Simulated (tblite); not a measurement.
# Geometry relaxation, with input and output: C₉H₁₂O₂

- system: C₉H₁₂O₂ (p-ethoxyanisole), SMILES CCOc1ccc(OC)cc1
- method: GFN2-xTB geometry optimisation, gas phase (tblite 0.8.0)

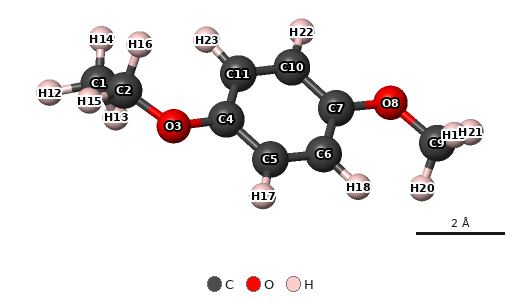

The structure as given in the input (ball-and-stick view, seen at a tilt; atoms are numbered from 1 in the order of the input). Bond lengths as drawn: C–C 1.37 to 1.49 Å, C–H 1.08 to 1.15 Å and C–O 1.38 to 1.42 Å.

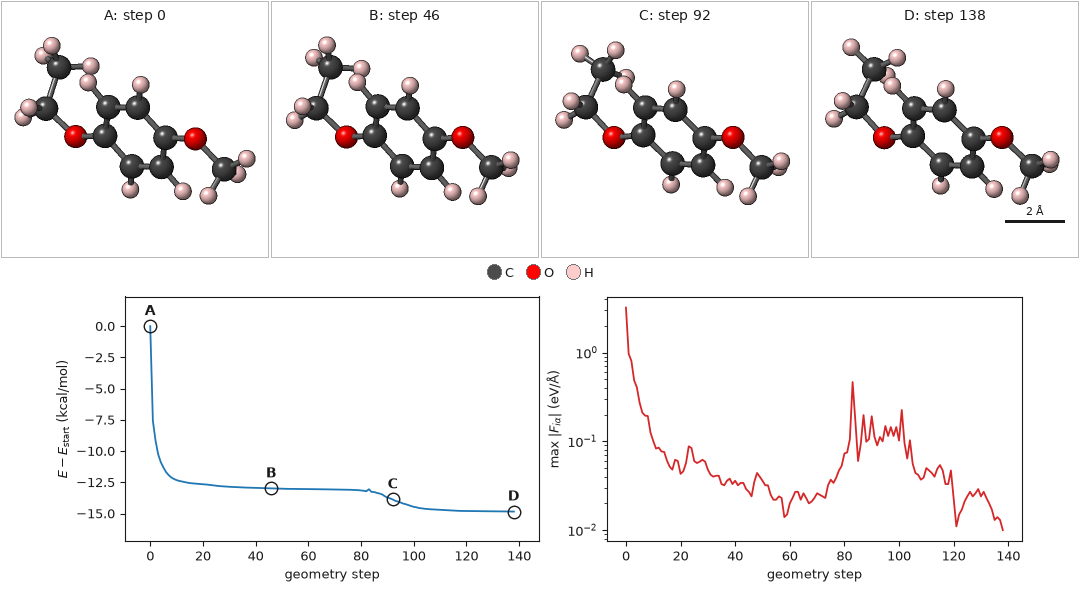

Frames of the relaxation (ball-and-stick view, seen at a tilt) above the curves, on which the letters mark them (steps are counted from 0).

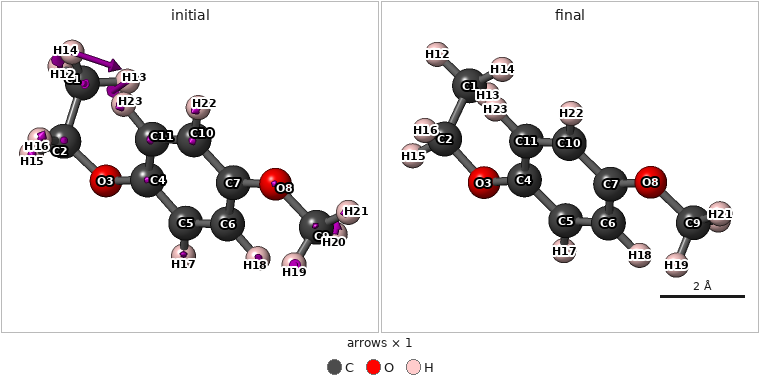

Before (left) and after (right) the relaxation, at one scale (ball-and-stick view, seen at a tilt). The pink arrows give the displacements, at true length. The largest move after the best rigid fit is that of H14, 1.31 Å. Largest moves by element: H 1.31 Å, C 0.27 Å, O 0.13 Å. Among the contacts that change: C2–H16 1.152 → 1.097 Å, C1–H12 1.140 → 1.087 Å, C1–C2 1.487 → 1.527 Å, C1–H13 1.114 → 1.087 Å. Among the angles that change: O3–C2–H15 114.2° → 104.3°, C2–O3–C4 127.1° → 119.6°, O8–C9–H19 105.8° → 111.6°. Over 138 geometry steps the energy falls by 14.8 kcal/mol. Largest force component: 3.2 eV/Å at the start, 0.01 eV/Å at the end. (Atoms are counted from 1 in the order of the input.)

The input that produced these results follows, with the program's output.

The input
```
{"job": {"kind": "relax", "xc": "GFN2-xTB", "basis": "xTB"}, "charge": 0, "multiplicity": 1}
C     -3.503500     0.956200    -0.173900
C     -3.248700    -0.460400     0.197800
O     -2.071400    -1.032900    -0.297200
C     -0.782000    -0.586100    -0.096900
C      0.256400    -1.289100    -0.673600
C      1.557500    -0.882600    -0.494000
C      1.899400     0.223800     0.283900
O      3.222600     0.619000     0.471800
C      4.331100    -0.055700    -0.109900
C      0.847000     0.910400     0.883200
C     -0.460000     0.497600     0.682800
H     -4.561600     1.051100    -0.588300
H     -2.854100     1.279500    -1.018700
H     -3.478900     1.684400     0.652500
H     -4.153400    -1.071700     0.034200
H     -3.126600    -0.463100     1.343200
H      0.048700    -2.149700    -1.293700
H      2.373500    -1.450300    -0.969700
H      4.428100    -1.014900     0.444900
H      4.168400    -0.212700    -1.177900
H      5.207300     0.607100     0.052100
H      1.107000     1.773000     1.487400
H     -1.211700     1.094200     1.189000
```

The first line tells a small driver script what to run in tblite; the rest is the geometry in Å.

Launch command:
```bash
OMP_NUM_THREADS=1 python <driver script> task.json out
```

Output
```
step      E/eV     max force
  0    -911.24980    3.280
  1    -911.57822    1.013
  2    -911.64641    0.825
  3    -911.69424    0.522
  4    -911.72175    0.525
  5    -911.74039    0.364
  6    -911.75620    0.245
  7    -911.76696    0.226
  8    -911.77487    0.225
  9    -911.78029    0.132
 10    -911.78423    0.119
 11    -911.78697    0.103
 12    -911.78895    0.094
 13    -911.79084    0.091
 14    -911.79283    0.088
 15    -911.79446    0.074
 16    -911.79549    0.065
 17    -911.79620    0.055
 18    -911.79697    0.062
 19    -911.79784    0.066
 20    -911.79864    0.061
 21    -911.79934    0.057
 22    -911.80014    0.067
 23    -911.80130    0.091
 24    -911.80271    0.101
 25    -911.80391    0.068
 26    -911.80476    0.063
 27    -911.80547    0.064
 28    -911.80616    0.069
 29    -911.80681    0.067
 30    -911.80734    0.061
 31    -911.80782    0.054
 32    -911.80834    0.049
 33    -911.80890    0.046
 34    -911.80938    0.048
 35    -911.80972    0.042
 36    -911.80999    0.039
 37    -911.81029    0.037
 38    -911.81063    0.048
 39    -911.81099    0.046
 40    -911.81136    0.041
 41    -911.81174    0.038
 42    -911.81212    0.042
 43    -911.81247    0.041
 44    -911.81276    0.037
 45    -911.81299    0.034
 46    -911.81320    0.031
 47    -911.81344    0.041
 48    -911.81370    0.049
 49    -911.81395    0.045
 50    -911.81417    0.040
 51    -911.81437    0.034
 52    -911.81455    0.033
 53    -911.81470    0.026
 54    -911.81481    0.026
 55    -911.81488    0.022
 56    -911.81495    0.025
 57    -911.81503    0.024
 58    -911.81512    0.017
 59    -911.81520    0.019
 60    -911.81528    0.023
 61    -911.81541    0.028
 62    -911.81556    0.030
 63    -911.81571    0.028
 64    -911.81585    0.025
 65    -911.81600    0.032
 66    -911.81614    0.029
 67    -911.81627    0.028
 68    -911.81638    0.027
 69    -911.81650    0.032
 70    -911.81665    0.036
 71    -911.81679    0.028
 72    -911.81691    0.028
 73    -911.81704    0.027
 74    -911.81721    0.040
 75    -911.81747    0.047
 76    -911.81778    0.038
 77    -911.81814    0.042
 78    -911.81853    0.052
 79    -911.81907    0.063
 80    -911.81991    0.082
 81    -911.82113    0.097
 82    -911.82280    0.142
 83    -911.81586    0.484
 84    -911.82505    0.202
 85    -911.82551    0.081
 86    -911.82861    0.101
 87    -911.83074    0.225
 88    -911.83379    0.132
 89    -911.84009    0.110
 90    -911.84472    0.251
 91    -911.84753    0.129
 92    -911.85132    0.103
 93    -911.85614    0.172
 94    -911.85861    0.109
 95    -911.86187    0.176
 96    -911.86563    0.124
 97    -911.86795    0.156
 98    -911.87103    0.153
 99    -911.87405    0.166
100    -911.87713    0.129
101    -911.87853    0.260
102    -911.88116    0.102
103    -911.88213    0.077
104    -911.88353    0.106
105    -911.88452    0.067
106    -911.88524    0.058
107    -911.88577    0.055
108    -911.88619    0.050
109    -911.88670    0.044
110    -911.88723    0.050
111    -911.88784    0.052
112    -911.88856    0.063
113    -911.88917    0.057
114    -911.88961    0.056
115    -911.88999    0.057
116    -911.89043    0.048
117    -911.89085    0.038
118    -911.89112    0.039
119    -911.89126    0.053
120    -911.89140    0.026
121    -911.89152    0.014
122    -911.89160    0.016
123    -911.89169    0.020
124    -911.89177    0.021
125    -911.89187    0.026
126    -911.89198    0.029
127    -911.89213    0.025
128    -911.89229    0.029
129    -911.89245    0.031
130    -911.89264    0.027
131    -911.89283    0.030
132    -911.89297    0.027
133    -911.89306    0.028
134    -911.89312    0.023
135    -911.89318    0.015
136    -911.89324    0.018
137    -911.89330    0.015
138    -911.89334    0.010
```

Trajectory as extended XYZ (Å, eV, eV/Å), 5 of the 139 frames kept, from step=0 to step=138
```
23
Properties=species:S:1:pos:R:3:forces:R:3 step=0 energy=-911.24980
C    -3.5035    0.9562   -0.1739   -1.6820   1.8460  -1.7770
C    -3.2487   -0.4604    0.1978    0.6480  -0.0660   3.2150
O    -2.0714   -1.0329   -0.2972    0.1380  -1.0950  -1.3000
C    -0.7820   -0.5861   -0.0969   -1.2670   0.1240   0.3810
C     0.2564   -1.2891   -0.6736    0.1220  -0.4340  -0.5070
C     1.5575   -0.8826   -0.4940    1.0070  -0.3270  -0.2640
C     1.8994    0.2238    0.2839    0.6810  -0.5970  -0.4020
O     3.2226    0.6190    0.4718   -0.7480   0.7070   0.1950
C     4.3311   -0.0557   -0.1099   -0.6570  -0.0900   0.6650
C     0.8470    0.9104    0.8832    0.7590   0.1440  -0.0330
C    -0.4600    0.4976    0.6828    0.1470   1.1930   0.8680
H    -4.5616    1.0511   -0.5883    1.1350  -0.0870   0.4060
H    -2.8541    1.2795   -1.0187   -0.2450  -0.1220   0.7690
H    -3.4789    1.6844    0.6525    0.3790  -0.4040  -0.3870
H    -4.1534   -1.0717    0.0342    0.9140  -0.2600  -0.5400
H    -3.1266   -0.4631    1.3432   -0.2520  -0.1560  -0.8190
H     0.0487   -2.1497   -1.2937   -0.0580   0.0330   0.0690
H     2.3735   -1.4503   -0.9697   -0.6190   0.2090   0.2270
H     4.4281   -1.0149    0.4449    0.3660   0.3260  -0.5520
H     4.1684   -0.2127   -1.1779    0.1710  -0.0930   0.0100
H     5.2073    0.6071    0.0521   -0.5910  -0.4900  -0.0230
H     1.1070    1.7730    1.4874   -0.2910  -0.1350  -0.0400
H    -1.2117    1.0942    1.1890   -0.0570  -0.2240  -0.1620
23
Properties=species:S:1:pos:R:3:forces:R:3 step=34 energy=-911.80938
C    -3.4907    0.9753   -0.2227   -0.0050   0.0120  -0.0150
C    -3.1447   -0.4240    0.3067    0.0050  -0.0150  -0.0090
O    -2.0546   -1.0269   -0.3572    0.0140  -0.0290  -0.0150
C    -0.7913   -0.5749   -0.1022    0.0160   0.0000  -0.0090
C     0.2457   -1.2843   -0.7013    0.0160  -0.0170   0.0130
C     1.5641   -0.9165   -0.5126    0.0080   0.0080  -0.0010
C     1.8749    0.1875    0.2746    0.0120   0.0070  -0.0150
O     3.1392    0.6580    0.5012    0.0030  -0.0140   0.0090
C     4.2183   -0.0293   -0.0813   -0.0100   0.0020   0.0020
C     0.8392    0.8908    0.8829    0.0100  -0.0090  -0.0080
C    -0.4770    0.5159    0.7008    0.0030  -0.0090   0.0240
H    -4.5108    1.0055   -0.5919   -0.0310   0.0060  -0.0050
H    -2.8269    1.2266   -1.0458    0.0140  -0.0030  -0.0240
H    -3.3834    1.7350    0.5463   -0.0100   0.0170   0.0060
H    -3.9714   -1.1130    0.1205   -0.0160  -0.0200   0.0110
H    -2.9523   -0.4020    1.3863   -0.0250   0.0030   0.0290
H    -0.0001   -2.1373   -1.3140   -0.0050   0.0050  -0.0010
H     2.3409   -1.5011   -0.9804   -0.0330   0.0090  -0.0200
H     4.3037   -1.0479    0.3130    0.0150   0.0080  -0.0030
H     4.1322   -0.0715   -1.1723    0.0020   0.0240   0.0060
H     5.1085    0.5392    0.1855   -0.0070  -0.0210   0.0110
H     1.0825    1.7403    1.5014    0.0180  -0.0050  -0.0120
H    -1.2506    1.0814    1.1914    0.0080   0.0410   0.0230
23
Properties=species:S:1:pos:R:3:forces:R:3 step=69 energy=-911.81650
C    -3.5093    0.9488   -0.2826    0.0030  -0.0050   0.0080
C    -3.1560   -0.4143    0.3302    0.0220  -0.0230  -0.0010
O    -2.0486   -1.0373   -0.2866    0.0050  -0.0160  -0.0150
C    -0.7866   -0.5670   -0.0567   -0.0140  -0.0080   0.0090
C     0.2400   -1.2588   -0.6950   -0.0140   0.0100  -0.0010
C     1.5616   -0.8917   -0.5311   -0.0110   0.0010   0.0010
C     1.8873    0.1889    0.2815   -0.0070   0.0070  -0.0010
O     3.1556    0.6436    0.5164    0.0050  -0.0110   0.0100
C     4.2260   -0.0347   -0.0907    0.0060  -0.0030  -0.0040
C     0.8616    0.8827    0.9172   -0.0090   0.0030   0.0020
C    -0.4597    0.5143    0.7550   -0.0060  -0.0030  -0.0080
H    -4.5449    0.9647   -0.6082   -0.0060   0.0130  -0.0050
H    -2.8762    1.1301   -1.1479   -0.0120  -0.0030  -0.0100
H    -3.3624    1.7593    0.4255    0.0170   0.0180  -0.0020
H    -3.9701   -1.1255    0.1671    0.0030   0.0040   0.0000
H    -2.9893   -0.3314    1.4114    0.0030   0.0010   0.0050
H    -0.0193   -2.0947   -1.3260   -0.0030   0.0030   0.0140
H     2.3235   -1.4593   -1.0413    0.0020   0.0120  -0.0070
H     4.2554   -1.0888    0.2053    0.0090   0.0070   0.0010
H     4.1785    0.0346   -1.1830   -0.0010  -0.0090   0.0020
H     5.1297    0.4614    0.2609   -0.0070   0.0060  -0.0020
H     1.1213    1.7220    1.5427    0.0030   0.0000   0.0050
H    -1.2230    1.0800    1.2648    0.0130  -0.0050  -0.0040
23
Properties=species:S:1:pos:R:3:forces:R:3 step=104 energy=-911.88353
C    -3.4608    0.8862   -0.4576   -0.0940   0.0200   0.0050
C    -3.1701   -0.3855    0.3337   -0.0310   0.0000  -0.0060
O    -2.0502   -1.0788   -0.1732   -0.0060  -0.0110   0.0130
C    -0.7943   -0.5796    0.0284    0.0050  -0.0230  -0.0200
C     0.2145   -1.1798   -0.7196    0.0370  -0.0330  -0.0100
C     1.5380   -0.8163   -0.5630    0.0150   0.0060  -0.0040
C     1.8795    0.1887    0.3353    0.0240  -0.0020  -0.0210
O     3.1500    0.6367    0.5671    0.0090  -0.0060  -0.0210
C     4.2141   -0.0035   -0.0916    0.0030   0.0140   0.0030
C     0.8696    0.8117    1.0619   -0.0010  -0.0070  -0.0050
C    -0.4496    0.4299    0.9211   -0.0070  -0.0010  -0.0120
H    -4.4247    1.3006   -0.1646    0.1030  -0.0200   0.0130
H    -3.4895    0.6496   -1.5187   -0.0080   0.0160   0.0000
H    -2.6833    1.6271   -0.2895   -0.0190   0.0230  -0.0200
H    -3.9969   -1.0938    0.2271    0.0050   0.0020  -0.0380
H    -3.0532   -0.1633    1.4011    0.0290  -0.0030   0.0190
H    -0.0593   -1.9454   -1.4284   -0.0010  -0.0310   0.0350
H     2.2917   -1.3194   -1.1494   -0.0380   0.0110   0.0070
H     4.2903   -1.0578    0.1967   -0.0100   0.0100  -0.0030
H     4.1243    0.0657   -1.1819    0.0010   0.0340   0.0410
H     5.1101    0.5246    0.2312    0.0240  -0.0230  -0.0230
H     1.1396    1.6033    1.7425    0.0070  -0.0100   0.0250
H    -1.1947    0.9259    1.5200   -0.0460   0.0350   0.0230
23
Properties=species:S:1:pos:R:3:forces:R:3 step=138 energy=-911.89334
C    -3.4611    0.9143   -0.4335    0.0010  -0.0010  -0.0030
C    -3.1677   -0.3903    0.3029    0.0030   0.0010   0.0010
O    -2.0521   -1.0756   -0.2252    0.0030   0.0070  -0.0050
C    -0.7934   -0.5966    0.0084    0.0030  -0.0050   0.0080
C     0.2306   -1.2300   -0.6906    0.0030   0.0010  -0.0050
C     1.5504   -0.8549   -0.5290   -0.0010   0.0040  -0.0020
C     1.8786    0.1758    0.3449    0.0000   0.0020  -0.0010
O     3.1445    0.6360    0.5812    0.0000   0.0000   0.0100
C     4.2128    0.0241   -0.0964   -0.0030   0.0010   0.0000
C     0.8570    0.8080    1.0478   -0.0030  -0.0040   0.0020
C    -0.4617    0.4306    0.8869   -0.0030   0.0070  -0.0060
H    -4.3549    1.3762   -0.0229   -0.0020  -0.0040  -0.0010
H    -3.6194    0.7118   -1.4900   -0.0030   0.0030   0.0050
H    -2.6287    1.6074   -0.3386   -0.0050   0.0000  -0.0040
H    -4.0003   -1.0871    0.1688    0.0050   0.0000  -0.0020
H    -3.0415   -0.2112    1.3782    0.0010   0.0040   0.0030
H    -0.0301   -2.0283   -1.3673    0.0000  -0.0050  -0.0010
H     2.3100   -1.3724   -1.0933   -0.0010  -0.0020   0.0030
H     4.2860   -1.0416    0.1446    0.0010  -0.0030   0.0000
H     4.1244    0.1459   -1.1811    0.0020  -0.0040  -0.0050
H     5.1119    0.5322    0.2495   -0.0020   0.0030  -0.0010
H     1.1169    1.6056    1.7259    0.0030  -0.0040  -0.0020
H    -1.2169    0.9473    1.4576   -0.0020   0.0010   0.0050
```

Summary

```json
{"quantity": "outcome", "value": "converged"}
{"quantity": "total energy", "value": "−911.8933 eV"}
{"quantity": "hardware", "value": "1 CPU thread, shared host"}
{"quantity": "wall time", "value": "1.2 s"}
{"quantity": "peak memory", "value": "0.18 GiB"}
```
